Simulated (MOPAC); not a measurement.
## Geometry relaxation, with input and output: C$_{3}$H$_{9}$BrSn (part 1 of 3)

- system: C$_{3}$H$_{9}$BrSn
- method: PM3, closed shell (MOPAC 23.2.5)

The atoms were displaced at random from an optimised geometry.

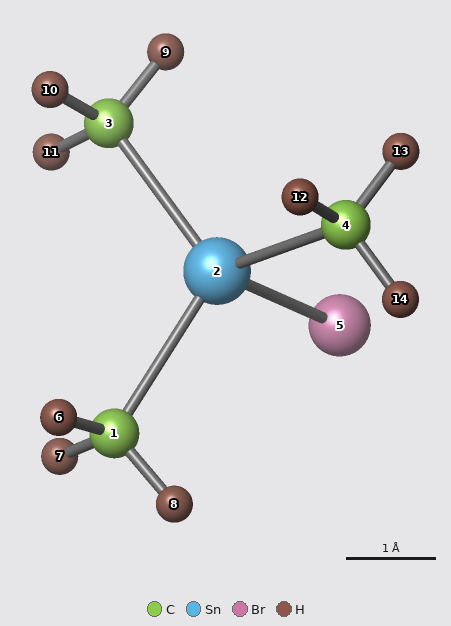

**Figure 1.** The structure as given in the input (ball-and-stick view, seen at a tilt; atoms are numbered from 1 in the order of the input). Sticks mark near contacts.

Input file (job.mop):
```
PM3 MULLIK DISP GNORM=0.02 CYCLES=300 GRADIENTS AUX(PRECISION=6) T=10M THREADS=1
C3H9BrSn
[CH3][Sn]([CH3])([CH3])[Br]
C     -1.895721 +1     1.000620 +1     0.166677 +1
Sn     0.160499 +1     0.245372 +1    -0.193794 +1
C      1.381280 +1     0.103264 +1     1.614211 +1
C      0.219864 +1    -1.540647 +1    -1.482260 +1
Br     1.259952 +1     2.041347 +1    -1.536218 +1
H     -2.442031 +1     0.280492 +1     0.744319 +1
H     -1.834237 +1     1.956491 +1     0.717844 +1
H     -2.382136 +1     1.156880 +1    -0.774031 +1
H      2.396581 +1    -0.148899 +1     1.342861 +1
H      1.009642 +1    -0.667835 +1     2.303269 +1
H      1.357511 +1     1.062950 +1     2.168006 +1
H     -0.200016 +1    -2.372722 +1    -0.961460 +1
H      1.268664 +1    -1.766788 +1    -1.722410 +1
H     -0.317234 +1    -1.346703 +1    -2.382888 +1
```

Launched with:
```bash
mopac job.mop
```

What the program printed:
```
MOPAC v23.2.5
PM3 CALCULATION RESULTS

 *  PM3        - The PM3 Hamiltonian to be used
 *  THREADS=1  - MULTI-THREADING NOT USED
 *  CYCLES=    - DO A MAXIMUM OF 300 STEPS
 *  GNORM      - EXIT WHEN GRADIENT NORM DROPS BELOW 0.020
 *  AUX        - OUTPUT AUXILIARY INFORMATION
 *  GRADIENTS  - ALL GRADIENTS TO BE PRINTED
 *  DISP       - PRINT DISPERSION AND HYDROGEN BOND ENERGIES
 *  MULLIK     - THE MULLIKEN ANALYSIS TO BE PERFORMED
PM3 MULLIK DISP GNORM=0.02 CYCLES=300 GRADIENTS AUX(PRECISION=6) T=10M THREADS=1
 C3H9BrSn
 [CH3][Sn]([CH3])([CH3])[Br]
   ATOM   CHEMICAL          X               Y               Z
  NUMBER   SYMBOL      (ANGSTROMS)     (ANGSTROMS)     (ANGSTROMS)

     1       C         -1.89572100  *   1.00062000  *   0.16667700  *
     2      Sn          0.16049900  *   0.24537200  *  -0.19379400  *
     3       C          1.38128000  *   0.10326400  *   1.61421100  *
     4       C          0.21986400  *  -1.54064700  *  -1.48226000  *
     5      Br          1.25995200  *   2.04134700  *  -1.53621800  *
     6       H         -2.44203100  *   0.28049200  *   0.74431900  *
     7       H         -1.83423700  *   1.95649100  *   0.71784400  *
     8       H         -2.38213600  *   1.15688000  *  -0.77403100  *
     9       H          2.39658100  *  -0.14889900  *   1.34286100  *
    10       H          1.00964200  *  -0.66783500  *   2.30326900  *
    11       H          1.35751100  *   1.06295000  *   2.16800600  *
    12       H         -0.20001600  *  -2.37272200  *  -0.96146000  *
    13       H          1.26866400  *  -1.76678800  *  -1.72241000  *
    14       H         -0.31723400  *  -1.34670300  *  -2.38288800  *

          CARTESIAN COORDINATES

    NO.       ATOM           X           Y           Z

     1         C         -1.8957      1.0006      0.1667
     2        Sn          0.1605      0.2454     -0.1938
     3         C          1.3813      0.1033      1.6142
     4         C          0.2199     -1.5406     -1.4823
     5        Br          1.2600      2.0413     -1.5362
     6         H         -2.4420      0.2805      0.7443
     7         H         -1.8342      1.9565      0.7178
     8         H         -2.3821      1.1569     -0.7740
     9         H          2.3966     -0.1489      1.3429
    10         H          1.0096     -0.6678      2.3033
    11         H          1.3575      1.0630      2.1680
    12         H         -0.2000     -2.3727     -0.9615
    13         H          1.2687     -1.7668     -1.7224
    14         H         -0.3172     -1.3467     -2.3829

           Empirical Formula: C3 H9 Sn Br  =    14 atoms

      MOLECULAR POINT GROUP   :   C3v

      RHF CALCULATION, NO. OF DOUBLY OCCUPIED LEVELS = 16

          Geometry optimization using EF

          DIAGONAL MATRIX USED AS START HESSIAN
```

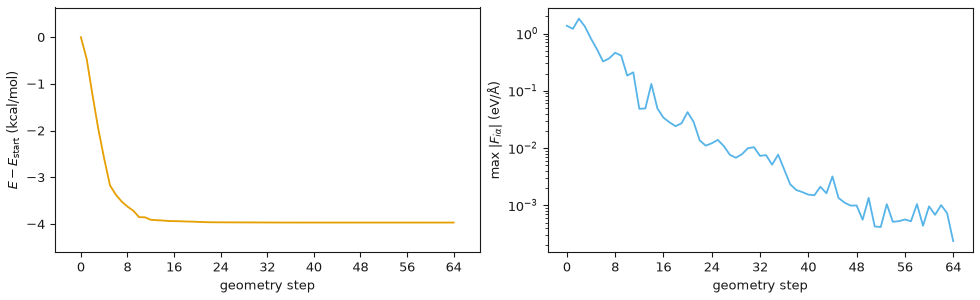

**Figure 2.** Progress of the relaxation, step by step (steps are counted from 0).

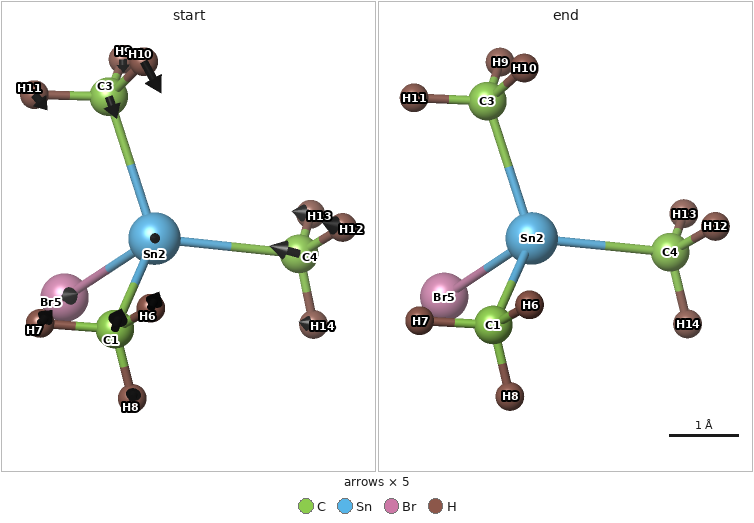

**Figure 3.** Before (left) and after (right) the relaxation, at one scale (ball-and-stick view, seen at a tilt). The black arrows give the displacements, magnified 5 times. The largest move after the best rigid fit is that of H10, 0.11 Å. By element the largest moves are H 0.11 Å, C 0.09 Å, Br 0.07 Å, Sn 0.02 Å. Distances before and after: C1–Sn2 2.220 → 2.114 Å, Sn2–C4 2.203 → 2.114 Å, Sn2–C3 2.186 → 2.114 Å, Sn2–Br5 2.497 → 2.450 Å. Among the angles that change: H12–C4–H14 110.8° → 108.3°, Sn2–C1–H7 108.9° → 111.2°, Sn2–C3–H10 112.0° → 109.9°. After 64 geometry steps the energy has fallen by 3.97 kcal/mol. Largest force component: 1.4 eV/Å at the start, 0.00024 eV/Å at the end. (Atoms are counted from 1 in the order of the input.)

```
 CYCLE:     1 TIME:   0.008 TIME LEFT: 10.00M  GRAD.:    67.665 HEAT: -31.05308
 CYCLE:     2 TIME:   0.008 TIME LEFT: 10.00M  GRAD.:    68.328 HEAT: -31.52004
 CYCLE:     3 TIME:   0.000 TIME LEFT: 10.00M  GRAD.:    68.480 HEAT: -32.29220
 CYCLE:     4 TIME:   0.000 TIME LEFT: 10.00M  GRAD.:    61.002 HEAT: -33.02502
 CYCLE:     5 TIME:   0.008 TIME LEFT: 10.00M  GRAD.:    45.921 HEAT: -33.65216
 CYCLE:     6 TIME:   0.000 TIME LEFT: 10.00M  GRAD.:    28.016 HEAT: -34.22623
 CYCLE:     7 TIME:   0.008 TIME LEFT: 10.00M  GRAD.:    19.301 HEAT: -34.42541
 CYCLE:     8 TIME:   0.000 TIME LEFT: 10.00M  GRAD.:    20.100 HEAT: -34.57114
 CYCLE:     9 TIME:   0.008 TIME LEFT: 10.00M  GRAD.:    21.707 HEAT: -34.67955
 CYCLE:    10 TIME:   0.000 TIME LEFT: 10.00M  GRAD.:    20.877 HEAT: -34.76829
 CYCLE:    11 TIME:   0.000 TIME LEFT: 10.00M  GRAD.:     9.787 HEAT: -34.90625
 CYCLE:    12 TIME:   0.008 TIME LEFT: 10.00M  GRAD.:    11.282 HEAT: -34.90907
 CYCLE:    13 TIME:   0.000 TIME LEFT: 10.00M  GRAD.:     2.602 HEAT: -34.96214
 CYCLE:    14 TIME:   0.000 TIME LEFT: 10.00M  GRAD.:     2.696 HEAT: -34.97100
 CYCLE:    15 TIME:   0.008 TIME LEFT: 10.00M  GRAD.:     5.308 HEAT: -34.97754
 CYCLE:    16 TIME:   0.000 TIME LEFT: 10.00M  GRAD.:     2.358 HEAT: -34.98793
 CYCLE:    17 TIME:   0.000 TIME LEFT: 10.00M  GRAD.:     1.809 HEAT: -34.99085
 CYCLE:    18 TIME:   0.008 TIME LEFT: 10.00M  GRAD.:     1.313 HEAT: -34.99379
 CYCLE:    19 TIME:   0.000 TIME LEFT: 10.00M  GRAD.:     1.386 HEAT: -34.99874
 CYCLE:    20 TIME:   0.000 TIME LEFT: 10.00M  GRAD.:     1.428 HEAT: -35.00123
 CYCLE:    21 TIME:   0.008 TIME LEFT: 10.00M  GRAD.:     1.902 HEAT: -35.00696
 CYCLE:    22 TIME:   0.000 TIME LEFT: 10.00M  GRAD.:     1.415 HEAT: -35.01052
 CYCLE:    23 TIME:   0.000 TIME LEFT: 10.00M  GRAD.:     0.777 HEAT: -35.01494
 CYCLE:    24 TIME:   0.008 TIME LEFT: 10.00M  GRAD.:     0.645 HEAT: -35.01578
 CYCLE:    25 TIME:   0.000 TIME LEFT: 10.00M  GRAD.:     0.590 HEAT: -35.01666
 CYCLE:    26 TIME:   0.008 TIME LEFT: 10.00M  GRAD.:     0.592 HEAT: -35.01725
 CYCLE:    27 TIME:   0.000 TIME LEFT: 10.00M  GRAD.:     0.529 HEAT: -35.01782
 CYCLE:    28 TIME:   0.000 TIME LEFT: 10.00M  GRAD.:     0.425 HEAT: -35.01828
 CYCLE:    29 TIME:   0.008 TIME LEFT: 10.00M  GRAD.:     0.368 HEAT: -35.01866
 CYCLE:    30 TIME:   0.000 TIME LEFT: 10.00M  GRAD.:     0.389 HEAT: -35.01896
 CYCLE:    31 TIME:   0.000 TIME LEFT: 10.00M  GRAD.:     0.460 HEAT: -35.01940
 CYCLE:    32 TIME:   0.008 TIME LEFT: 10.00M  GRAD.:     0.511 HEAT: -35.01989
 CYCLE:    33 TIME:   0.000 TIME LEFT: 10.00M  GRAD.:     0.469 HEAT: -35.02035
 CYCLE:    34 TIME:   0.000 TIME LEFT: 10.00M  GRAD.:     0.387 HEAT: -35.02081
 CYCLE:    35 TIME:   0.008 TIME LEFT: 10.00M  GRAD.:     0.298 HEAT: -35.02099
 CYCLE:    36 TIME:   0.000 TIME LEFT: 10.00M  GRAD.:     0.254 HEAT: -35.02119
 CYCLE:    37 TIME:   0.000 TIME LEFT: 10.00M  GRAD.:     0.154 HEAT: -35.02129
 CYCLE:    38 TIME:   0.008 TIME LEFT: 10.00M  GRAD.:     0.111 HEAT: -35.02134
 CYCLE:    39 TIME:   0.000 TIME LEFT: 10.00M  GRAD.:     0.099 HEAT: -35.02139
 CYCLE:    40 TIME:   0.000 TIME LEFT: 10.00M  GRAD.:     0.096 HEAT: -35.02141
 CYCLE:    41 TIME:   0.008 TIME LEFT: 10.00M  GRAD.:     0.089 HEAT: -35.02143
 CYCLE:    42 TIME:   0.000 TIME LEFT: 10.00M  GRAD.:     0.088 HEAT: -35.02144
 CYCLE:    43 TIME:   0.000 TIME LEFT: 10.00M  GRAD.:     0.143 HEAT: -35.02148
 CYCLE:    44 TIME:   0.008 TIME LEFT: 10.00M  GRAD.:     0.129 HEAT: -35.02152
 CYCLE:    45 TIME:   0.000 TIME LEFT: 10.00M  GRAD.:     0.132 HEAT: -35.02154
 CYCLE:    46 TIME:   0.000 TIME LEFT: 10.00M  GRAD.:     0.058 HEAT: -35.02160
 CYCLE:    47 TIME:   0.008 TIME LEFT: 10.00M  GRAD.:     0.056 HEAT: -35.02160
 CYCLE:    48 TIME:   0.000 TIME LEFT: 10.00M  GRAD.:     0.049 HEAT: -35.02161
 CYCLE:    49 TIME:   0.000 TIME LEFT: 10.00M  GRAD.:     0.055 HEAT: -35.02161
 CYCLE:    50 TIME:   0.000 TIME LEFT: 10.00M  GRAD.:     0.039 HEAT: -35.02161
 CYCLE:    51 TIME:   0.008 TIME LEFT: 10.00M  GRAD.:     0.067 HEAT: -35.02161
 CYCLE:    52 TIME:   0.000 TIME LEFT: 10.00M  GRAD.:     0.025 HEAT: -35.02162
 CYCLE:    53 TIME:   0.000 TIME LEFT: 10.00M  GRAD.:     0.024 HEAT: -35.02162
 CYCLE:    54 TIME:   0.008 TIME LEFT: 10.00M  GRAD.:     0.057 HEAT: -35.02161
 CYCLE:    55 TIME:   0.000 TIME LEFT: 10.00M  GRAD.:     0.027 HEAT: -35.02162
 CYCLE:    56 TIME:   0.000 TIME LEFT: 10.00M  GRAD.:     0.026 HEAT: -35.02162
 CYCLE:    57 TIME:   0.008 TIME LEFT: 10.00M  GRAD.:     0.031 HEAT: -35.02162
 CYCLE:    58 TIME:   0.000 TIME LEFT: 10.00M  GRAD.:     0.028 HEAT: -35.02163
 CYCLE:    59 TIME:   0.000 TIME LEFT: 10.00M  GRAD.:     0.056 HEAT: -35.02156
 CYCLE:    60 TIME:   0.000 TIME LEFT: 10.00M  GRAD.:     0.027 HEAT: -35.02161
 CYCLE:    61 TIME:   0.008 TIME LEFT: 10.00M  GRAD.:     0.055 HEAT: -35.02163
 CYCLE:    62 TIME:   0.000 TIME LEFT: 10.00M  GRAD.:     0.042 HEAT: -35.02163
 CYCLE:    63 TIME:   0.000 TIME LEFT: 10.00M  GRAD.:     0.064 HEAT: -35.02162
 CYCLE:    64 TIME:   0.008 TIME LEFT: 10.00M  GRAD.:     0.048 HEAT: -35.02163
 CYCLE:    65 TIME:   0.000 TIME LEFT: 10.00M  GRAD.:     0.013 HEAT: -35.02163

     GRADIENT =  0.01258 IS LESS THAN CUTOFF =  0.02000

 -------------------------------------------------------------------------------
 PM3 MULLIK DISP GNORM=0.02 CYCLES=300 GRADIENTS AUX(PRECISION=6) T=10M THREADS=1
 C3H9BrSn
 [CH3][Sn]([CH3])([CH3])[Br]

     GEOMETRY OPTIMISED USING EIGENVECTOR FOLLOWING (EF).
     SCF FIELD WAS ACHIEVED

                              PM3 CALCULATION

          FINAL HEAT OF FORMATION =        -35.02163 KCAL/MOL =    -146.53050 KJ/MOL

          TOTAL ENERGY            =     -21472.87815 KCAL/MOL = ELECTRONIC ENERGY + CORE-CORE REPULSION
          ENERGY OF ATOMS         =      21437.85652 KCAL/MOL
                              SUM =        -35.02163 KCAL/MOL
          DISPERSION ENERGY       =          0.00000 KCAL/MOL
                              SUM =        -35.02163 KCAL/MOL = FINAL HEAT OF FORMATION

          TOTAL ENERGY            =       -931.15213 EV
          ELECTRONIC ENERGY       =      -3031.85696 EV
          CORE-CORE REPULSION     =       2100.70483 EV
          COSMO AREA              =        159.50 SQUARE ANGSTROMS
          COSMO VOLUME            =        159.69 CUBIC ANGSTROMS

          GRADIENT NORM           =          0.01258          =       0.00336 PER ATOM
          IONIZATION POTENTIAL    =         11.354493 EV
          HOMO LUMO ENERGIES (EV) =        -11.354 -1.484
          NO. OF FILLED LEVELS    =         16
          MOLECULAR WEIGHT        =        243.6981         POINT GROUP:  C3v

          MOLECULAR DIMENSIONS (Angstroms)

            Atom       Atom       Distance
            H    14    H    11     5.31304
            H     6   Br     5     4.59367
            H    13    H     8     4.05020

          SCF CALCULATIONS        =         69

          WALL-CLOCK TIME         =      0.180 SECONDS
          COMPUTATION TIME        =      0.177 SECONDS

       FINAL  POINT  AND  DERIVATIVES

   PARAMETER     ATOM    TYPE            VALUE        GRADIENT
      1          1  C    CARTESIAN X    -1.800080     -0.000009  KCAL/ANGSTROM
      2          1  C    CARTESIAN Y     0.981359      0.000322  KCAL/ANGSTROM
      3          1  C    CARTESIAN Z     0.148351     -0.002022  KCAL/ANGSTROM
      4          2 Sn    CARTESIAN X     0.153204     -0.001486  KCAL/ANGSTROM
      5          2 Sn    CARTESIAN Y     0.247356      0.000590  KCAL/ANGSTROM
      6          2 Sn    CARTESIAN Z    -0.189561      0.000709  KCAL/ANGSTROM
      7          3  C    CARTESIAN X     1.341182     -0.000871  KCAL/ANGSTROM
      8          3  C    CARTESIAN Y     0.108601      0.000717  KCAL/ANGSTROM
      9          3  C    CARTESIAN Z     1.553407      0.000515  KCAL/ANGSTROM
     10          4  C    CARTESIAN X     0.234681      0.001342  KCAL/ANGSTROM
     11          4  C    CARTESIAN Y    -1.461187      0.000072  KCAL/ANGSTROM
     12          4  C    CARTESIAN Z    -1.431472      0.002221  KCAL/ANGSTROM
     13          5 Br    CARTESIAN X     1.232668     -0.002835  KCAL/ANGSTROM
     14          5 Br    CARTESIAN Y     2.003035     -0.003024  KCAL/ANGSTROM
     15          5 Br    CARTESIAN Z    -1.514143     -0.003435  KCAL/ANGSTROM
     16          6  H    CARTESIAN X    -2.375120      0.002430  KCAL/ANGSTROM
     17          6  H    CARTESIAN Y     0.257141      0.002040  KCAL/ANGSTROM
     18          6  H    CARTESIAN Z     0.730302      0.001522  KCAL/ANGSTROM
     19          7  H    CARTESIAN X    -1.777440      0.002513  KCAL/ANGSTROM
     20          7  H    CARTESIAN Y     1.923383      0.002686  KCAL/ANGSTROM
     21          7  H    CARTESIAN Z     0.700343     -0.002005  KCAL/ANGSTROM
     22          8  H    CARTESIAN X    -2.323996     -0.005456  KCAL/ANGSTROM
     23          8  H    CARTESIAN Y     1.156420     -0.001732  KCAL/ANGSTROM
     24          8  H    CARTESIAN Z    -0.793696     -0.000550  KCAL/ANGSTROM
     25          9  H    CARTESIAN X     2.377476      0.001926  KCAL/ANGSTROM
     26          9  H    CARTESIAN Y    -0.131541     -0.000690  KCAL/ANGSTROM
     27          9  H    CARTESIAN Z     1.306336      0.001564  KCAL/ANGSTROM
     28         10  H    CARTESIAN X     0.954199      0.000459  KCAL/ANGSTROM
     29         10  H    CARTESIAN Y    -0.677247     -0.000935  KCAL/ANGSTROM
     30         10  H    CARTESIAN Z     2.206503      0.000221  KCAL/ANGSTROM
     31         11  H    CARTESIAN X     1.337404     -0.002195  KCAL/ANGSTROM
     32         11  H    CARTESIAN Y     1.048551     -0.000879  KCAL/ANGSTROM
     33         11  H    CARTESIAN Z     2.109327     -0.000077  KCAL/ANGSTROM
     34         12  H    CARTESIAN X    -0.208413      0.004093  KCAL/ANGSTROM
     35         12  H    CARTESIAN Y    -2.317541      0.000055  KCAL/ANGSTROM
     36         12  H    CARTESIAN Z    -0.917503      0.001227  KCAL/ANGSTROM
     37         13  H    CARTESIAN X     1.265678      0.002224  KCAL/ANGSTROM
     38         13  H    CARTESIAN Y    -1.712861      0.002445  KCAL/ANGSTROM
     39         13  H    CARTESIAN Z    -1.689019     -0.000631  KCAL/ANGSTROM
     40         14  H    CARTESIAN X    -0.313836     -0.002136  KCAL/ANGSTROM
     41         14  H    CARTESIAN Y    -1.299090     -0.001667  KCAL/ANGSTROM
     42         14  H    CARTESIAN Z    -2.361735      0.000741  KCAL/ANGSTROM

   ATOM   CHEMICAL          X               Y               Z
  NUMBER   SYMBOL      (ANGSTROMS)     (ANGSTROMS)     (ANGSTROMS)

     1       C         -1.80007979  *   0.98135883  *   0.14835103  *
     2      Sn          0.15320357  *   0.24735641  *  -0.18956091  *
     3       C          1.34118212  *   0.10860119  *   1.55340700  *
     4       C          0.23468127  *  -1.46118702  *  -1.43147191  *
     5      Br          1.23266813  *   2.00303541  *  -1.51414281  *
     6       H         -2.37511952  *   0.25714135  *   0.73030197  *
     7       H         -1.77744000  *   1.92338301  *   0.70034330  *
     8       H         -2.32399617  *   1.15641983  *  -0.79369564  *
     9       H          2.37747561  *  -0.13154105  *   1.30633635  *
    10       H          0.95419946  *  -0.67724715  *   2.20650334  *
    11       H          1.33740428  *   1.04855131  *   2.10932735  *
    12       H         -0.20841340  *  -2.31754094  *  -0.91750328  *
    13       H          1.26567771  *  -1.71286125  *  -1.68901921  *
    14       H         -0.31383630  *  -1.29909011  *  -2.36173516  *

                             CARTESIAN COORDINATES

   1    C       -1.800079790     0.981358833     0.148351025
   2   Sn        0.153203573     0.247356413    -0.189560911
   3    C        1.341182116     0.108601193     1.553407002
   4    C        0.234681270    -1.461187019    -1.431471910
   5   Br        1.232668130     2.003035412    -1.514142809
   6    H       -2.375119518     0.257141351     0.730301970
   7    H       -1.777439998     1.923383008     0.700343297
   8    H       -2.323996175     1.156419834    -0.793695637
   9    H        2.377475610    -0.131541051     1.306336350
  10    H        0.954199461    -0.677247151     2.206503338
  11    H        1.337404278     1.048551310     2.109327349
  12    H       -0.208413395    -2.317540937    -0.917503276
  13    H        1.265677709    -1.712861248    -1.689019206
  14    H       -0.313836301    -1.299090111    -2.361735161

           Empirical Formula: C3 H9 Sn Br  =    14 atoms

      MOLECULAR POINT GROUP   :   C3v

                  EIGENVALUES
 -29.96576 -29.18257 -29.18139 -17.68685 -15.28118 -14.93516 -14.68801 -14.68361
 -14.27937 -14.27414 -14.10677 -12.33146 -12.24560 -12.24356 -11.35505 -11.35449
  -1.48420  -0.59826   0.31645   0.31685   3.64690   3.67351   3.67550   3.81775
   3.83138   3.83279   3.83943   3.88233   3.88269

              NET ATOMIC CHARGES AND DIPOLE CONTRIBUTIONS
```
